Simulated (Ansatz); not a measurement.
System (SMILES): [BH]F (BH-F), doublet.
Atoms: B1, F2, H3. Bonds: B1-F2, B1-H3.

Basis-set convergence of the optimised B1-H3 bond length at PBE with Ansatz (a quantum-chemistry and plane-wave program). Cartesian d functions, on some or all atoms, in 6-31G*, 6-31G**, 6-31+G*; all else is spherical. Open shells are unrestricted. No added dispersion term, no relativity. Reference: the value in aug-pcseg-3, 1.2129 Å. Deviations are taken from unrounded values.

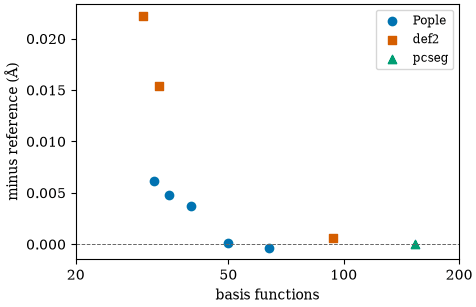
*Deviation from the reference against the number of basis functions, by family of sets.*

```csv
basis,functions,optimised B1-H3 bond length (Å),minus reference (Å)
def2-SV(P),30,1.2352,0.0222
6-31G*,32,1.2191,0.0062
def2-SVP,33,1.2283,0.0154
6-31G**,35,1.2177,0.0048
6-31+G*,40,1.2166,0.0037
6-311+G**,50,1.2131,0.0001
"6-311++G(2d,2p)",64,1.2126,-0.0003
def2-TZVPPD,94,1.2135,0.0006
pcseg-3,153,1.2129,0.0000
```
